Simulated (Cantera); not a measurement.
A closed system holds: 1 mol MgO, 2.4 mol CO, 5.7 mol H₂, equilibrated at 13300 Pa.

These are equilibrium values from Cantera (NASA tables, ideal gas, pure condensed phases), not measurements of a reactor. Candidate condensed phases: C, C₆H₆, C₇H₈, C₈H₁₈, H₂O, Mg, MgCO₃, MgO, Mg(OH)₂; 116 gas species. The numbers say what is thermodynamically allowed, not how fast it happens.

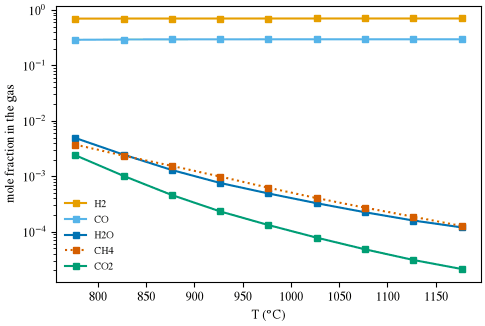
*Equilibrium gas composition (values under 1e-9 drawn at 1e-9)*

From 777 °C to 877 °C the condensed part is C(graphite) + MgO(s). From 927 °C to 1177 °C the condensed part is MgO(s).
